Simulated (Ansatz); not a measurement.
## Run report: SiH5F, geometry relaxation

SiH5F, computed with RKS PBE/def2-SVP (Ansatz 0.2.0).

The input holds or restrains some coordinates. It belongs to a series of runs on one base structure; here: pulled along the bonds that form and break, towards end A. Figures and captions count atoms from 1; the log counts them from 0 in places.

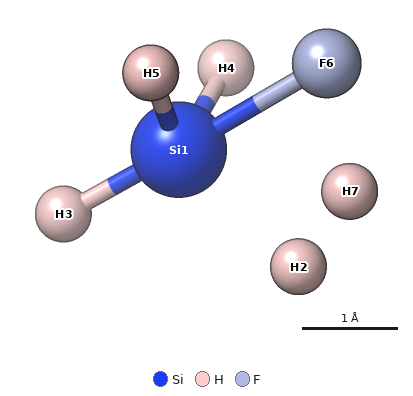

**Figure 1.** The starting structure (ball-and-stick view, seen at a tilt; atoms are numbered from 1 in the order of the input).

Input file
```yaml
crystal:
  periodic: [false, false, false]
  atoms:
    - { symbol: Si, position_ang: [0.0, 0.0, 0.0] }
    - { symbol: H, position_ang: [0.0, 0.0, 1.81] }
    - { symbol: H, position_ang: [1.3768, 0.0, -0.4862] }
    - { symbol: H, position_ang: [-0.6877, 1.1914, -0.4862] }
    - { symbol: H, position_ang: [-0.6877, -1.1914, -0.4862] }
    - { symbol: F, position_ang: [-1.7936, 0.0, 0.596] }
    - { symbol: H, position_ang: [-0.9735, 0.0, 1.693] }
basis:
  gaussian: { orbitals: def2-SVP }
hamiltonian:
  xc: pbe
relax:
  f_tol: 0.15
  max_steps: 25
  restrain:
    - { distance: [0, 5], at: 2.79, k: 30.0 }
    - { distance: [6, 1], at: 1.86, k: 30.0 }
    - { distance: [0, 1], at: 1.46, k: 30.0 }
    - { distance: [6, 5], at: 0.92, k: 30.0 }
output:
  orbitals: {}
```

Hardware: 1 thread of Intel Xeon (Granite Rapids), 32 GiB of memory available, shared host.

Launched with:
```bash
ansatz run input.yaml --threads 1 --pin off --max-ram 2048MiB --backend cpu --events-out ev --progress --plain --runs-dir out
```

Output
```
The last accepted step is kept in [file] (removed where the run ends without a failure and the disk answers)
Engine: ansatz 0.2.0, x86_64-unknown-linux-gnu
Functional definition: PBE
  parameter kappa = 0.804
  parameter beta = 0.06672455060314922
  exchange = pbe_x(kappa = kappa, mu = beta*pi^2/3)
  correlation = pbe_c(beta = beta)
634 factors; their error is unknown
mean field evaluation 1: about -10658.6875 eV, gradient 3.4e1 eV
mean field evaluation 2: about -10637.4621 eV, gradient 1.1e2 eV
mean field evaluation 4: about -10660.9940 eV, gradient 2.8e0 eV
mean field evaluation 8: about -10661.0169 eV, gradient 4.2e-2 eV
mean field evaluation 16: about -10660.9716 eV, gradient 7.7e-6 eV
mean field -10660.97158416 eV, -391.7834794517 hartree, gradient 7.7e-6 eV, S^2 0.000000; 0 other end points of the search recorded, 0 dependent functions left out
the calculation of the forces begins
reference -10660.97161238 eV, -391.7834804889 hartree; 14, 14 occupied and 43, 43 virtual orbitals, 634 factors
relax step   1: F+E_penalty+E_count = -10660.97158416 eV  Δ(F+E_penalty+E_count) = +0.000e0 eV  max|allowed force component| = 3.026e0 eV/Å  E_restraint = 28.62225421 eV  max|allowed force component, restraints' pulls added| = 3.441e1 eV/Å  Δτ_max = 0.0000 Å  (26 SCF iters, accepted)
  distance Si 0 - F 5 = 1.8900 Å
  distance H 6 - H 1 = 0.9805 Å
  distance Si 0 - H 1 = 1.8100 Å
  distance H 6 - F 5 = 1.3697 Å
these checks for a lower state are left out or cut short: starts, cluster_reference, orbital_swaps, neighbouring_geometries, increment
634 factors; their error is unknown
mean field -10661.77680450 eV, -391.8130707534 hartree, gradient 1.5e-5 eV, S^2 0.000000; 0 other end points of the search recorded, 0 dependent functions left out
the calculation of the forces begins
reference -10661.77683287 eV, -391.8130717961 hartree; 14, 14 occupied and 43, 43 virtual orbitals, 634 factors
relax step   2: F+E_penalty+E_count = -10661.77680450 eV  Δ(F+E_penalty+E_count) = -8.052e-1 eV  max|allowed force component| = 4.042e0 eV/Å  E_restraint = 13.44628357 eV  max|allowed force component, restraints' pulls added| = 2.342e1 eV/Å  Δτ_max = 0.1939 Å  (32 SCF iters, accepted)
  distance Si 0 - F 5 = 2.1130 Å
  distance H 6 - H 1 = 1.3112 Å
  distance Si 0 - H 1 = 1.7204 Å
  distance H 6 - F 5 = 1.1829 Å
these checks for a lower state are left out or cut short: starts, cluster_reference, orbital_swaps, neighbouring_geometries, increment
634 factors; their error is unknown
mean field evaluation 32: about -10662.5741 eV, gradient 2.7e-5 eV
mean field -10662.57405667 eV, -391.8423692303 hartree, gradient 2.2e-5 eV, S^2 0.000000; 0 other end points of the search recorded, 0 dependent functions left out
the calculation of the forces begins
reference -10662.57408478 eV, -391.8423702633 hartree; 14, 14 occupied and 43, 43 virtual orbitals, 634 factors
relax step   3: F+E_penalty+E_count = -10662.57405667 eV  Δ(F+E_penalty+E_count) = -7.973e-1 eV  max|allowed force component| = 4.480e0 eV/Å  E_restraint = 4.02715555 eV  max|allowed force component, restraints' pulls added| = 1.075e1 eV/Å  Δτ_max = 0.1948 Å  (31 SCF iters, accepted)
  distance Si 0 - F 5 = 2.3756 Å
  distance H 6 - H 1 = 1.6016 Å
  distance Si 0 - H 1 = 1.6169 Å
  distance H 6 - F 5 = 0.9930 Å
these checks for a lower state are left out or cut short: starts, cluster_reference, orbital_swaps, neighbouring_geometries, increment
634 factors; their error is unknown
mean field -10663.08684361 eV, -391.8612138027 hartree, gradient 6.1e-6 eV, S^2 0.000000; 0 other end points of the search recorded, 0 dependent functions left out
the calculation of the forces begins
reference -10663.08687124 eV, -391.8612148184 hartree; 14, 14 occupied and 43, 43 virtual orbitals, 634 factors
relax step   4: F+E_penalty+E_count = -10663.08684361 eV  Δ(F+E_penalty+E_count) = -5.128e-1 eV  max|allowed force component| = 3.244e0 eV/Å  E_restraint = 0.54345974 eV  max|allowed force component, restraints' pulls added| = 6.038e0 eV/Å  Δτ_max = 0.1949 Å  (26 SCF iters, accepted)
  distance Si 0 - F 5 = 2.6182 Å
  distance H 6 - H 1 = 1.8023 Å
  distance Si 0 - H 1 = 1.5182 Å
  distance H 6 - F 5 = 0.9224 Å
these checks for a lower state are left out or cut short: starts, cluster_reference, orbital_swaps, neighbouring_geometries, increment
634 factors; their error is unknown
mean field -10663.47249698 eV, -391.8753863029 hartree, gradient 2.3e-5 eV, S^2 0.000000; 0 other end points of the search recorded, 0 dependent functions left out
the calculation of the forces begins
reference -10663.47252421 eV, -391.8753873033 hartree; 14, 14 occupied and 43, 43 virtual orbitals, 634 factors
relax step   5: F+E_penalty+E_count = -10663.47249698 eV  Δ(F+E_penalty+E_count) = -3.857e-1 eV  max|allowed force component| = 9.161e-1 eV/Å  E_restraint = 0.01482417 eV  max|allowed force component, restraints' pulls added| = 1.378e0 eV/Å  Δτ_max = 0.1980 Å  (25 SCF iters, accepted)
  distance Si 0 - F 5 = 2.7918 Å
  distance H 6 - H 1 = 1.8831 Å
  distance Si 0 - H 1 = 1.4812 Å
  distance H 6 - F 5 = 0.9209 Å
these checks for a lower state are left out or cut short: starts, cluster_reference, orbital_swaps, neighbouring_geometries, increment
634 factors; their error is unknown
mean field -10663.50125454 eV, -391.8764431236 hartree, gradient 6.0e-6 eV, S^2 0.000000; 0 other end points of the search recorded, 0 dependent functions left out
the calculation of the forces begins
reference -10663.50128182 eV, -391.8764441260 hartree; 14, 14 occupied and 43, 43 virtual orbitals, 634 factors
relax step   6: F+E_penalty+E_count = -10663.50125454 eV  Δ(F+E_penalty+E_count) = -2.876e-2 eV  max|allowed force component| = 7.557e-1 eV/Å  E_restraint = 0.01022211 eV  max|allowed force component, restraints' pulls added| = 2.922e-1 eV/Å  Δτ_max = 0.1019 Å  (25 SCF iters, accepted)
  distance Si 0 - F 5 = 2.7967 Å
  distance H 6 - H 1 = 1.8590 Å
  distance Si 0 - H 1 = 1.4800 Å
  distance H 6 - F 5 = 0.9354 Å
these checks for a lower state are left out or cut short: starts, cluster_reference, orbital_swaps, neighbouring_geometries, increment
634 factors; their error is unknown
mean field evaluation 64: about -10663.5000 eV, gradient 2.3e-5 eV
mean field -10663.49995957 eV, -391.8763955343 hartree, gradient 4.8e-6 eV, S^2 0.000000; 0 other end points of the search recorded, 0 dependent functions left out
the calculation of the forces begins
reference -10663.49998686 eV, -391.8763965373 hartree; 14, 14 occupied and 43, 43 virtual orbitals, 634 factors
relax step   7: F+E_penalty+E_count = -10663.49995957 eV  Δ(F+E_penalty+E_count) = +1.295e-3 eV  max|allowed force component| = 5.963e-1 eV/Å  E_restraint = 0.00793421 eV  max|allowed force component, restraints' pulls added| = 8.582e-2 eV/Å  Δτ_max = 0.0204 Å  (26 SCF iters, accepted)
```

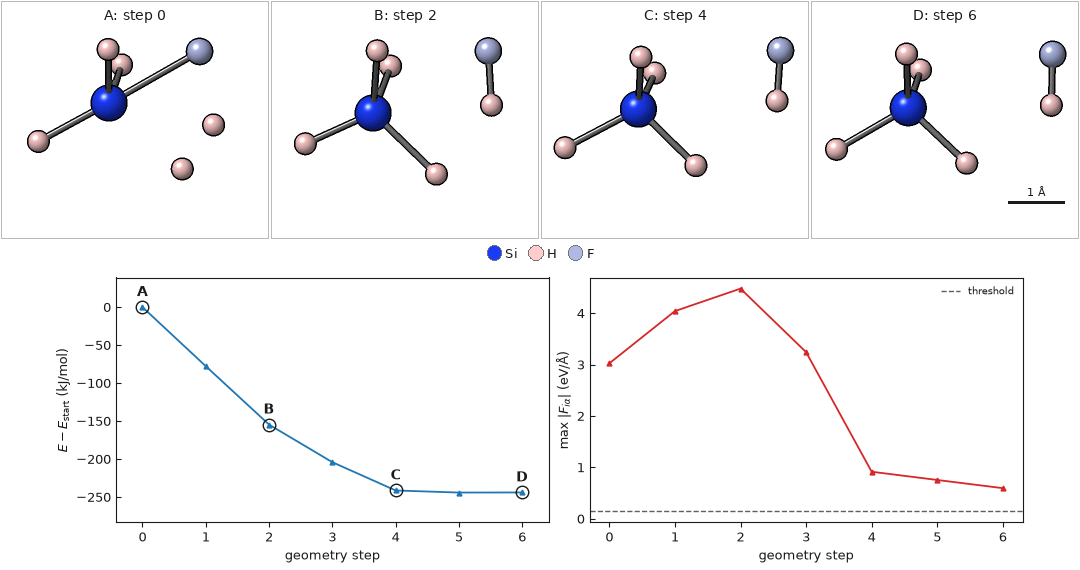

**Figure 2.** Frames of the restrained relaxation (ball-and-stick view, seen on its broad side) above the curves, on which the letters mark them (the first geometry is step 0 here and step 1 in the log).

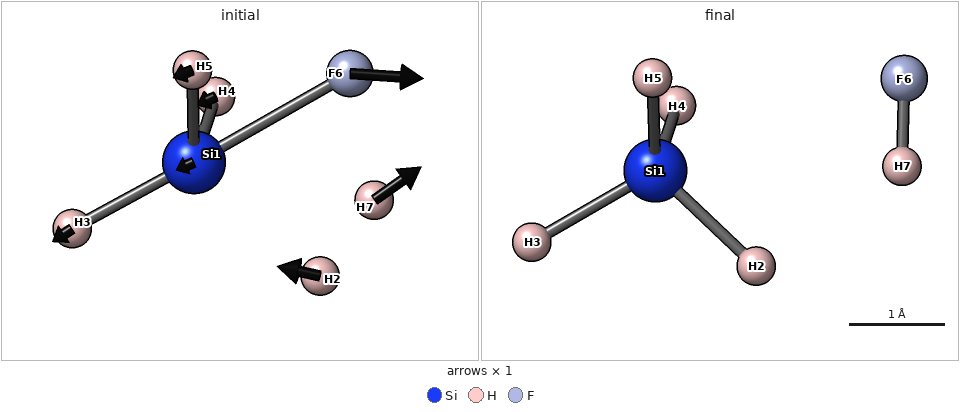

**Figure 3.** Before (left) and after (right) the restrained relaxation, at one scale (ball-and-stick view, seen on its broad side). The black arrows give the displacements, at true length. After 6 geometry steps the energy has fallen by 244.0 kJ/mol. Largest force component: 3 eV/Å at the start, 0.6 eV/Å at the end. The largest move after the best rigid fit is that of F6, 0.79 Å. Largest moves by element: F 0.79 Å, H 0.62 Å, Si 0.21 Å. Among the contacts that change: Si1–F6 1.890 → 2.797 Å, F6–H7 1.370 → 0.930 Å, Si1–H2 1.810 → 1.479 Å, Si1–H3 1.460 → 1.505 Å. New bonds form: F6–H7 (1.37 → 0.93 Å). Bonds break: Si1–F6 (1.89 → 2.80 Å). Among the angles that change: H4–Si1–H5 109.5° → 111.9°. (Atoms are counted from 1 in the order of the input.)

```
  distance Si 0 - F 5 = 2.7968 Å
  distance H 6 - H 1 = 1.8604 Å
  distance Si 0 - H 1 = 1.4794 Å
  distance H 6 - F 5 = 0.9303 Å
634 factors; their error is unknown
mean field -10663.49995957 eV, -391.8763955343 hartree, gradient 4.8e-6 eV, S^2 0.000000; 1 other end points of the search recorded, 0 dependent functions left out
the calculation of the forces begins
reference -10663.49998686 eV, -391.8763965373 hartree; 14, 14 occupied and 43, 43 virtual orbitals, 634 factors
Total energy: -10663.49998686 eV, -391.8763965373 hartree
Atom 0 at     0.208155    -0.000000    -0.070835 Å, force     0.124139    -0.000000    -0.596329 eV/Å
Atom 1 at     0.204585    -0.000000     1.408581 Å, force     0.047050     0.000000     0.565079 eV/Å
Atom 2 at     1.651899    -0.000000    -0.494682 Å, force     0.004183    -0.000000    -0.015656 eV/Å
Atom 3 at    -0.457389     1.240630    -0.581833 Å, force     0.015781     0.002853    -0.016523 eV/Å
Atom 4 at    -0.457390    -1.240630    -0.581833 Å, force     0.015781    -0.002853    -0.016523 eV/Å
Atom 5 at    -2.300342    -0.000001     1.165843 Å, force    -0.495257     0.000000    -0.183397 eV/Å
Atom 6 at    -1.615218     0.000001     1.795158 Å, force     0.288323     0.000000     0.263348 eV/Å
Dipole moment:     0.172996     0.000000     0.206039 e Å
```

Trajectory as extended XYZ (Å, eV, eV/Å), 7 frames, from step=1 to step=7
```
7
Properties=species:S:1:pos:R:3:forces:R:3 step=1 energy=-10660.97158
Si    0.0000    0.0000    0.0000   -2.2292   0.0000  -0.2616
H     0.0000    0.0000    1.8100    0.4795   0.0000  -0.3018
H     1.3768    0.0000   -0.4862    1.3153   0.0000   0.7659
H    -0.6877    1.1914   -0.4862    0.9354   1.3251  -0.8077
H    -0.6877   -1.1914   -0.4862    0.9354  -1.3251  -0.8077
F    -1.7936    0.0000    0.5960   -1.2962   0.0000   3.0257
H    -0.9735    0.0000    1.6930   -0.1403   0.0000  -1.6128
7
Properties=species:S:1:pos:R:3:forces:R:3 step=2 energy=-10661.77680
Si    0.0844    0.0000    0.0255   -2.4289   0.0000   0.4645
H     0.1528    0.0000    1.7445    0.0281   0.0000  -1.3392
H     1.4045    0.0000   -0.4819    2.0430   0.0000  -0.1207
H    -0.6707    1.1952   -0.4893    0.9064   0.3822  -0.1427
H    -0.6707   -1.1952   -0.4893    0.9064  -0.3822  -0.1427
F    -1.9137    0.0000    0.7128    0.5060   0.0000   4.0421
H    -1.1523    0.0000    1.6181   -1.9610   0.0000  -2.7614
7
Properties=species:S:1:pos:R:3:forces:R:3 step=3 energy=-10662.57406
Si    0.2075    0.0000    0.0439   -4.4796   0.0000   0.7008
H     0.2613    0.0000    1.6599    0.1258   0.0000  -1.2234
H     1.4466    0.0000   -0.4970    3.4494   0.0000  -1.1084
H    -0.6576    1.1884   -0.4831    1.1339  -0.3150   0.3139
H    -0.6576   -1.1884   -0.4831    1.1339   0.3150   0.3139
F    -2.0292    0.0000    0.8440    0.1258   0.0000   2.1327
H    -1.3369    0.0000    1.5559   -1.4892   0.0000  -1.1294
7
Properties=species:S:1:pos:R:3:forces:R:3 step=4 energy=-10663.08684
Si    0.2659    0.0000    0.0414   -3.2437   0.0000  -0.4656
H     0.3270    0.0000    1.5584    0.0541   0.0000  -0.1143
H     1.5434    0.0000   -0.5337    2.0220   0.0000  -0.6907
H    -0.6204    1.1714   -0.4668    0.9397  -0.2724   0.3400
H    -0.6204   -1.1714   -0.4668    0.9397   0.2724   0.3400
F    -2.1859    0.0000    0.9600   -1.2689   0.0000  -0.2225
H    -1.4753    0.0000    1.5481    0.5570   0.0000   0.8131
7
Properties=species:S:1:pos:R:3:forces:R:3 step=5 energy=-10663.47250
Si    0.2195    0.0000   -0.0593    0.3084   0.0000  -0.3223
H     0.2576    0.0000    1.4214    0.0944   0.0000   0.5815
H     1.6396    0.0000   -0.5569   -0.0201   0.0000   0.0152
H    -0.4804    1.2324   -0.4844   -0.0894   0.2635  -0.2202
H    -0.4804   -1.2324   -0.4844   -0.0894  -0.2635  -0.2202
F    -2.3161    0.0000    1.1091   -0.9161   0.0000  -0.5005
H    -1.6056    0.0000    1.6948    0.7122   0.0000   0.6665
7
Properties=species:S:1:pos:R:3:forces:R:3 step=6 energy=-10663.50125
Si    0.1997    0.0000   -0.0582    0.2819   0.0000  -0.7557
H     0.2189    0.0000    1.4217   -0.0077   0.0000   0.5526
H     1.6434    0.0000   -0.5023   -0.0658   0.0000   0.0448
H    -0.4536    1.2426   -0.5822   -0.0149  -0.0122   0.0314
H    -0.4536   -1.2426   -0.5822   -0.0149   0.0122   0.0314
F    -2.3146    0.0000    1.1665   -0.2650   0.0000  -0.0077
H    -1.6059    0.0000    1.7770    0.0864   0.0000   0.1032
7
Properties=species:S:1:pos:R:3:forces:R:3 step=7 energy=-10663.49996
Si    0.2082    0.0000   -0.0708    0.1241   0.0000  -0.5963
H     0.2046    0.0000    1.4086    0.0471   0.0000   0.5651
H     1.6519    0.0000   -0.4947    0.0042   0.0000  -0.0157
H    -0.4574    1.2406   -0.5818    0.0158   0.0029  -0.0165
H    -0.4574   -1.2406   -0.5818    0.0158  -0.0029  -0.0165
F    -2.3003    0.0000    1.1658   -0.4953   0.0000  -0.1834
H    -1.6152    0.0000    1.7952    0.2883   0.0000   0.2633
```

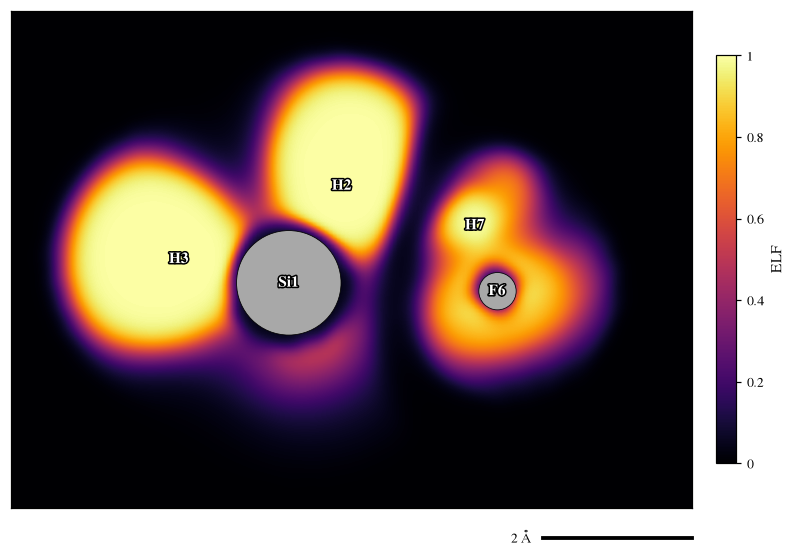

**Figure 4.** ELF on the plane of atoms H2, Si1 and H3. Grey discs, where drawn, cover atomic cores. Atoms in the plane: Si, H and F. Si1···F6 (2.80 Å): the ELF is only about 0.05 between them. F–H (0.93 Å): the ELF climbs to about 1 towards the hydrogen, as it does in any bond to H (a covalent bond by its length). Si–H (1.48 Å): the ELF climbs to about 1 towards the hydrogen.

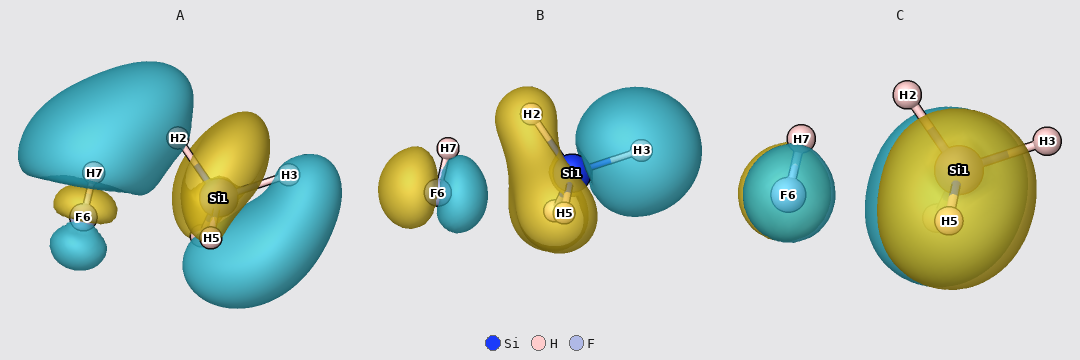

**Figure 5.** Three frontier orbitals at ±0.08 Å⁻³ᐟ² (yellow and cyan are the two phases). C is the HOMO−1 (−8.40 eV). By Hirshfeld shares it lies mainly on Si1 (35 %), H4 (20 %), H5 (20 %) and F6 (15 %). B is the HOMO (−8.09 eV). By Hirshfeld shares it lies mainly on Si1 (35 %), H3 (30 %) and F6 (20 %). A is the LUMO (−0.07 eV). By Hirshfeld shares it lies mainly on Si1 (35 %), H7 (25 %), H2 (15 %) and F6 (10 %). The HOMO–LUMO gap is 8.02 eV between the orbital energies.

Results in brief

| quantity | value |
| --- | --- |
| outcome | converged under the restraints of the input |
| total energy | −10663.5000 eV |
| mean-field energy | −10663.5000 eV |
| largest force (length of the vector) at the end, held atoms and coordinates included | 0.609 eV/Å |
| wall time | 4.3 s |
| peak memory | 0.12 GiB |
